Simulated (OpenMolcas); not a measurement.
## Run report: AlH₂Cl, single-point calculation

- system: AlH₂Cl
- method: B2PLYP/STO-3G, RKS (OpenMolcas 26.06)

A bond length was changed on purpose from its optimised value.

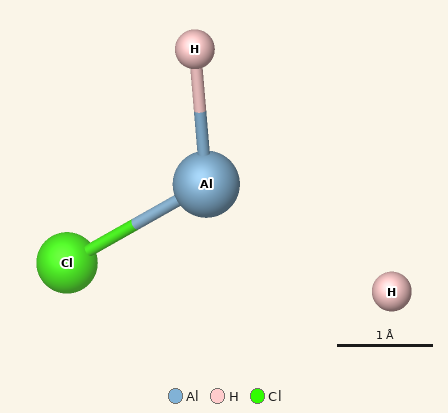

**Figure 1.** The input geometry (ball-and-stick view, seen at a tilt). Sticks mark near contacts.

### Summary

- outcome: converged
- total energy: −695.533165 hartree
- SCF energy: −695.512957 hartree
- correlation energy: −0.074845 hartree
- basis functions: 20
- HOMO: −5.27 eV
- LUMO: 3.66 eV
- dipole moment: 1.82 debye
- hardware: 1 thread of AMD EPYC (Zen 5), 64 GiB of memory available, shared host
- wall time: 2.7 s
- peak memory: 0.37 GiB

### Notes

The record of the run, not the program, notes: the program prints the second-order term unscaled; the energy takes 0.27 of it.

### Input
```
* AlClH2 Kohn-Sham DFT

&GATEWAY
 BasLib = $CurrDir
 Coord
 4
 angstrom
 Al      -0.718818       0.069645      -0.009955
 H        1.587020       0.109500       0.013310
 H       -1.419688       1.438155      -0.027255
 Cl      -1.754308      -1.657165       0.000645
 Basis = STO-3G
 Group = NoSym

&SEWARD
 GridInput
 Grid=UltraFine
 End of Grid

&SCF
 KSDFT = B2PLYP_SCF
 Thresholds = 1e-10 1e-07 1e-07 1e-05
 PrOrbitals = 1 1

&MBPT2
 Frozen = 10
```

Launch command:
```bash
export MOLCAS_MEM=1860
pymolcas mol.inp > mol.log
```

### What the program printed
```
--- Start Module: gateway ---

                                              &GATEWAY

                       available to each process: 1.9 GB of memory, 1 thread

 Basis Set     1 Label: AL.STO-3G
 Basis set is read from library:.
 basistype.tbl is not found

 Basis Set     2 Label: H.STO-3G
 Basis set is read from library:.
 basistype.tbl is not found

 Basis Set     3 Label: CL.STO-3G
 Basis set is read from library:.
 basistype.tbl is not found

++    Symmetry information:
      ---------------------

                    Character Table for C1

                             E
                    a        1  x, y, xy, Rz, z, xz, Ry, yz, Rx, I
--

++    Basis set information:
      ----------------------

      Basis set label: AL.STO-3G.........

      Electronic valence basis set:
      ------------------
      Associated Effective Charge  13.000000 au
      Associated Actual Charge     13.000000 au
      Nuclear Model: Point charge

      Shell  nPrim  nBasis  Cartesian Spherical Contaminant
         s       9       3        X
         p       6       2        X

      Basis set label: H.STO-3G.........

      Electronic valence basis set:
      ------------------
      Associated Effective Charge   1.000000 au
      Associated Actual Charge      1.000000 au
      Nuclear Model: Point charge

      Shell  nPrim  nBasis  Cartesian Spherical Contaminant
         s       3       1        X

      Basis set label: CL.STO-3G.........

      Electronic valence basis set:
      ------------------
      Associated Effective Charge  17.000000 au
      Associated Actual Charge     17.000000 au
      Nuclear Model: Point charge

      Shell  nPrim  nBasis  Cartesian Spherical Contaminant
         s       9       3        X
         p       6       2        X
--

++    Molecular structure info:
      -------------------------

                    ************************************************
                    **** Cartesian Coordinates / bohr, angstrom ****
                    ************************************************

     Center  Label                x              y              z                     x              y              z
        1      AL1             -1.358369       0.131610      -0.018812             -0.718818       0.069645      -0.009955
        2      H2               2.999033       0.206925       0.025152              1.587020       0.109500       0.013310
        3      H3              -2.682822       2.717719      -0.051504             -1.419688       1.438155      -0.027255
        4      CL4             -3.315162      -3.131588       0.001219             -1.754308      -1.657165       0.000645

                    ***************************************
                    *    InterNuclear Distances / bohr    *
                    ***************************************

               1 AL1           2 H2            3 H3            4 CL4
    1 AL1      0.000000
    2 H2       4.358275        0.000000
    3 H3       2.905719        6.212362        0.000000
    4 CL4      3.804983        7.142499        5.883624        0.000000

                    *******************************************
                    *    InterNuclear Distances / angstrom    *
                    *******************************************

               1 AL1           2 H2            3 H3            4 CL4
    1 AL1      0.000000
    2 H2       2.306300        0.000000
    3 H3       1.537640        3.287440        0.000000
    4 CL4      2.013511        3.779648        3.113480        0.000000
--

            Nuclear Potential Energy             70.96895583 au

--- Stop Module: gateway /rc=_RC_ALL_IS_WELL_ ---

--- Start Module: seward ---

                                              &SEWARD

                       available to each process: 1.9 GB of memory, 1 thread

               SEWARD will generate:
                  Multipole Moment integrals up to order  2
                  Kinetic Energy integrals
                  Nuclear Attraction integrals (point charge)
                  One-Electron Hamiltonian integrals
                  Velocity integrals
                  Orbital angular momentum around ( -2.3803  -1.6104  -0.0077 )
                  Velocity quadrupole around ( -2.3803  -1.6104  -0.0077 )
                  Two-Electron Repulsion integrals

                   Integrals are discarded if absolute value <: 1.00E-14
                   Integral cutoff threshold is set to       <: 1.00E-16

            Nuclear Potential Energy             70.96895583 au

      Basis set specifications :
      Symmetry species         a
      Basis functions           20

--- Stop Module: seward /rc=_RC_ALL_IS_WELL_ ---

--- Start Module: scf ---

                                                &SCF

                       available to each process: 1.9 GB of memory, 1 thread

 ###############################################################################
 ###     Minimized-density-differences option turned off!                    ###
 ###############################################################################
++    Input section:
      --------------

      Header of the integral files:

      Cartesian coordinates in angstrom:
      -----------------------------------------------------
      No.  Label        X            Y            Z
      -----------------------------------------------------
       1   AL1       -0.71881800   0.06964500  -0.00995500
       2   H2         1.58702000   0.10950000   0.01331000
       3   H3        -1.41968800   1.43815500  -0.02725500
       4   CL4       -1.75430800  -1.65716500   0.00064500
      -----------------------------------------------------
      Nuclear repulsion energy =   70.96895583
--

++    Orbital specifications:
      -----------------------

      Symmetry species               1
                                     a
      Frozen orbitals                0
      Occupied orbitals             16
      Secondary orbitals             4
      Deleted orbitals               0
      Total number of orbitals      20
      Number of basis functions     20
--

      Molecular charge                           0.000

      Numerical integration parameters
      --------------------------------
      Radial quadrature type:                         MHL
      Size of radial grid:                            99
      Lebedev angular grid:                           41
      Angular grid pruned with the crowding factor:  1.00E+10
                                 and fading factor:  1.00E+01
      Screening threshold for integral computation:   1.00E-11
      Radial quadrature accuracy:                     1.00E-25
      Maximum batch size:                             128
      AO values are stored on disk
      The same grid will be used for all iterations.

      DFT functional specifications
      -----------------------------
      Using Libxc version: 6.2.2
      Please cite the following reference:
      S. Lehtola, C. Steigemann, M. J.T. Oliveira, and M. A.L. Marques.,  SoftwareX 7, 1–5 (2018) doi:10.1016/j.softx.2017.11.002

      * Becke 88
        - A. D. Becke.,  Phys. Rev. A 38, 3098 (1988) doi:10.1103/PhysRevA.38.3098
      * Lee, Yang & Parr
        - C. Lee, W. Yang, and R. G. Parr.,  Phys. Rev. B 37, 785 (1988) doi:10.1103/PhysRevB.37.785
        - B. Miehlich, A. Savin, H. Stoll, and H. Preuss.,  Chem. Phys. Lett. 157, 200 (1989) doi:10.1016/0009-2614(89)87234-3

++    Optimization specifications:
      ----------------------------

      SCF Algorithm: Conventional
      D(i)-D(i-1) density differences are used
      Number of density matrices in core                 5
      Maximum number of NDDO SCF iterations            400
      Maximum number of HF SCF iterations              400
      Threshold for SCF energy change             1.00E-10
      Threshold for density matrix                1.00E-07
      Threshold for Fock matrix                   1.00E-07
      Threshold for linear dependence             1.00E-09
      Threshold at which DIIS is turned on        1.50E-01
      Maximum depth in the DIIS procedure                5
      Maximum depth in the BFGS Hessian update          30
      Threshold at which QNR/C2DIIS is turned on  7.50E-02
      Threshold for Norm(delta) (QNR/C2DIIS)      1.00E-05
      All orbitals punched on: SCFORB
--

      Input vectors read from INPORB
      Orbital file label: *Guess orbitals

++ Convergence information
                                   B2PLYP_SCF iterations: Energy and convergence statistics

Iter     Tot. B2PLYP_SCF One-elec.       Two-elec.     Energy      Max Dij or  Max Fij      DNorm      TNorm      AccCon     Time
         Energy          Energy          Energy        Change      Delta Norm                                                in Sec.
   1  -695.255732592 -1127.211608865   360.986920441   0.00E+00    8.25E-01*   1.11E-01*    8.83E+00   1.06E+02   None         0.
   2  -695.362362627 -1133.495199347   367.163880888  -1.07E-01*   3.58E-01*   1.08E-01*    3.10E+00   1.07E+02   EDIIS        0.
   3  -695.497257528 -1128.891295989   362.425082628  -1.35E-01*   3.60E-01*   5.82E-02*    1.10E+00   1.06E+02   EDIIS        0.
   4  -695.500432886 -1130.993488878   364.524100159  -3.18E-03*   2.38E-02*   2.99E-02*    8.91E-01   1.06E+02   EDIIS        0.
   5  -695.512891323 -1129.923439025   363.441591870  -1.25E-02*   1.40E-03*   2.07E-03*    7.91E-02   1.06E+02   c2DIIS       0.
   6  -695.512956978 -1129.995168884   363.513256074  -6.57E-05*   2.40E-04*   9.36E-05*    5.83E-03   1.06E+02   QNRc2DIIS    0.
   7  -695.512957046 -1129.995796099   363.513883220  -6.84E-08*   1.12E-04*   2.68E-05*    1.13E-03   1.06E+02   QNRc2DIIS    0.
   8  -695.512957050 -1129.995095798   363.513182915  -4.13E-09*   3.63E-05*   1.79E-05*    5.99E-04   1.06E+02   QNRc2DIIS    0.
   9  -695.512957052 -1129.995444874   363.513531990  -1.52E-09*   2.67E-06    1.33E-06*    1.74E-04   1.06E+02   QNRc2DIIS    0.
  10  -695.512957052 -1129.995427431   363.513514547  -1.25E-11    4.22E-07    1.00E-07*    1.41E-05   1.06E+02   QNRc2DIIS    0.
  11  -695.512957052 -1129.995426415   363.513513531  -1.14E-13    6.87E-08    2.12E-08     2.29E-06   1.06E+02   QNRc2DIIS    0.

       Convergence after  11 Iterations
--

 *****************************************************************************************************************************
 *                                             SCF/KS-DFT Program, Final results                                             *
 *                                                       Final Results                                                       *
 *****************************************************************************************************************************

::    Total KS-DFT energy                            -695.5129570519
      One-electron energy                           -1129.9954264151
      Two-electron energy                             363.5135135308
      Nuclear repulsion energy                         70.9689558324
      Kinetic energy (interpolated)                   683.3059052064
      Virial theorem                                    1.0178646954
      Total spin, S(S+1)                                0.0000000000
      Total spin, S                                     0.0000000000
      Max non-diagonal density matrix element           0.0000000890
      Max non-diagonal Fock matrix element              0.0000000032

      All orbitals with orbital energies smaller than  E(LUMO)+0.5 are printed

++    Molecular orbitals:
      -------------------

      Title: RKS-DFT orbitals

      Molecular orbitals for symmetry species 1: a

          Orbital            1         2         3         4         5         6         7         8         9        10
          Energy         -101.7387  -56.4906   -9.6602   -7.2970   -7.2896   -7.2888   -4.3512   -2.7312   -2.7299   -2.7262
          Occ. No.          2.0000    2.0000    2.0000    2.0000    2.0000    2.0000    2.0000    2.0000    2.0000    2.0000

          Orbital           11        12        13        14        15        16        17        18        19        20
          Energy           -0.8458   -0.4317   -0.3413   -0.3132   -0.3086   -0.1936    0.1346    0.1762    0.3703    0.5069
          Occ. No.          2.0000    2.0000    2.0000    2.0000    2.0000    2.0000    0.0000    0.0000    0.0000    0.0000

--

++    Molecular charges:
      ------------------

      Mulliken charges per centre and basis function type
      ---------------------------------------------------

                AL1     H2      H3      CL4
      1s       5.0801  1.2370  1.2126  5.9918
      2px      2.4956  0.0000  0.0000  3.8476
      2pz      2.0818  0.0000  0.0000  3.9182
      2py      2.4466  0.0000  0.0000  3.6887
      Total   12.1041  1.2370  1.2126 17.4463

      N-E      0.8959 -0.2370 -0.2126 -0.4463

      Total electronic charge=   32.000000

      Total            charge=   -0.000000
--

++    Molecular properties:
      ---------------------

      Charge (e):
                      =   -0.0000
      Dipole Moment (debye):
      Origin of the operator (angstrom)=   -1.2596   -0.8522   -0.0041
                   X=  2.8955E-02               Y=  1.8219E+00               Z= -3.2042E-02           Total=  1.8224E+00
      Quadrupole Moment (debye*angstrom):
      Origin of the operator (angstrom)=   -1.2596   -0.8522   -0.0041
                  XX= -2.9410E+01              XY= -1.8642E+00              XZ= -7.0959E-02              YY= -2.6330E+01
                  YZ=  3.6245E-02              ZZ= -2.0050E+01
      In traceless form (debye*angstrom)
                  XX= -6.2198E+00              XY= -2.7963E+00              XZ= -1.0644E-01              YY= -1.5998E+00
                  YZ=  5.4367E-02              ZZ=  7.8196E+00
--

--- Stop Module: scf /rc=_RC_ALL_IS_WELL_ ---
--- Module scf spent 1 second ---

--- Start Module: mbpt2 ---

                                               &MBPT2

                       available to each process: 1.9 GB of memory, 1 thread

 ###############################################################################
 ###    WARNING: MP2 implementation intended for RHF references only         ###
 ###############################################################################
MBPT2 WARNING: Reference function according to RunFile:KS-DFT
I'll assume you know what you're doing and continue

WARNING!
Default frozen orbitals as non valence orbitals is overwritten by user input.
Default values:   7

      Cartesian coordinates in angstrom:
      -----------------------------------------------------
      No.  Label        X            Y            Z
      -----------------------------------------------------
       1   AL1       -0.71881800   0.06964500  -0.00995500
       2   H2         1.58702000   0.10950000   0.01331000
       3   H3        -1.41968800   1.43815500  -0.02725500
       4   CL4       -1.75430800  -1.65716500   0.00064500
      -----------------------------------------------------
      Nuclear repulsion energy =   70.96895583

      Contents of RUNFILE file:
      -------------------------

      Symmetry species                           1
                                                 a
      Number of basis functions                 20
      Frozen occupied orbitals                  10
      Active occupied orbitals                   6
      Active external orbitals                   4
      Deleted external orbitals                  0

      Reference numbers of frozen occupied orbitals according to the original input sequence
      symmetry species 1                        1  2  3  4  5  6  7  8  9 10

      Energies of the active occupied orbitals

      symmetry species 1                    -0.845834     -0.431684     -0.341293     -0.313234     -0.308594
                                            -0.193586

      Energies of the active external orbitals

      symmetry species 1                     0.134585      0.176226      0.370254      0.506861

      ********************************************************************************************************
      *                                               Results                                                *
      ********************************************************************************************************

 Conventional algorithm used...

       SCF energy                           =     -695.5129570519 a.u.
       Second-order correlation energy      =       -0.0748454823 a.u.

       Total energy                         =     -695.5878025342 a.u.
       Reference weight ( Cref**2 )         =        0.92240

::    Total MBPT2 energy                             -695.5878025342

       Zeroth-order energy (E0)             =     -338.5063783298 a.u.

       Shanks-type energy S1(E)             =     -695.5878182287 a.u.

       Data processing and timing information:

       Section                                              time(sec)
                                                          CPU  Elapsed

      Input data processing                              0.02      0.03
      Transformation of integrals                        0.01      0.00
      MBPT2 calculations (BJAI)                          0.00      0.00
      Total MBPT2 calculations                           0.03      0.03

--- Stop Module: mbpt2 /rc=_RC_ALL_IS_WELL_ ---

.##################.
.# Happy landing! #.
.##################.

    Timing: Wall=2.55 User=2.09 System=0.41
```

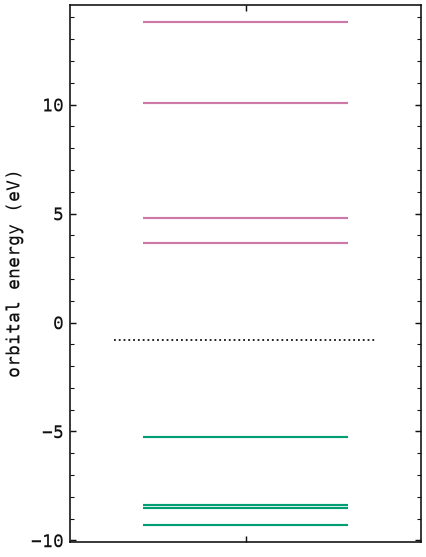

**Figure 2.** Orbital energies near the frontier; the dotted line parts filled from empty levels, and levels within 0.02 eV of each other stand side by side. Highest filled −5.27 eV, lowest empty 3.66 eV, 8.93 eV apart.

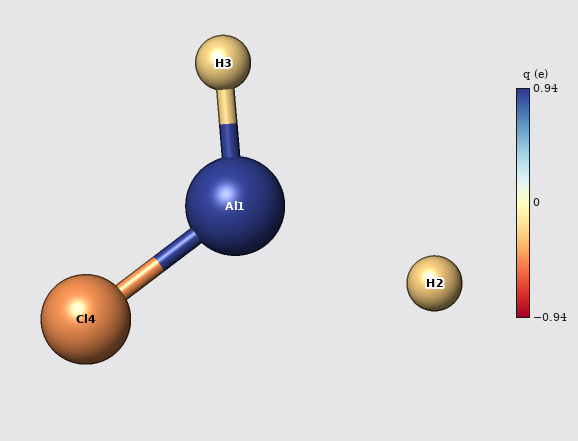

**Figure 3.** Mulliken charges, as the colour of each atom (ball-and-stick view, seen on its broad side; atoms are numbered from 1 in the order of the input). By element: Al +0.90, H −0.24 to −0.21 and Cl −0.45 e.
